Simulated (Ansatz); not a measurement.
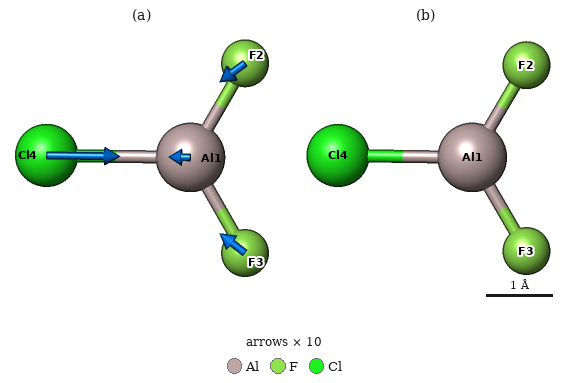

The structure of AlClF₂ before (left) and after (right) a relaxation, at one scale. The blue arrows give the displacements, 10 times their true length.

Style: ball-and-stick. Shown face on.

The run prepares the start of a later molecular dynamics calculation, from a guessed geometry.

Method: RKS PBE-D4/def2-SVP in Ansatz.

Input file:
```yaml
crystal:
  periodic: [false, false, false]
  atoms:
    - { symbol: Al, position_ang: [0.0, 0.0, 0.0] }
    - { symbol: F, position_ang: [0.0, 0.0, 1.69] }
    - { symbol: F, position_ang: [1.4635, 0.0, -0.845] }
    - { symbol: Cl, position_ang: [-1.9312, 0.0, -1.115] }
basis:
  gaussian: { orbitals: def2-SVP }
hamiltonian:
  xc: pbe
  dispersion: d4
relax:
  f_tol: 0.02
  max_steps: 40
output:
  orbitals: {}
```

Run as
```bash
ansatz run input.yaml --threads 1 --pin off --max-ram 2048MiB --backend cpu --events-out ev --progress --plain --runs-dir out
```

Question: What changed between the two?

Answer: The atom that moves furthest after the best rigid fit is Cl4 (0.11 Å). Largest moves by element: Cl 0.11 Å, F 0.05 Å, Al 0.03 Å. Among the contacts that change: Al1–Cl4 2.230 → 2.080 Å, Al1–F2 1.690 → 1.661 Å. After 4 accepted moves (5 points after the start) the energy has fallen by 4.40 kcal/mol. The largest force component goes from 1.7 to 0.009 eV/Å. The line search rejected the trial step at point 4 of the run. Cost: 5.4 s on 1 thread of Intel(R) Xeon(R) 6975P-C (Granite Rapids) (shared host), peak memory 0.13 GiB.
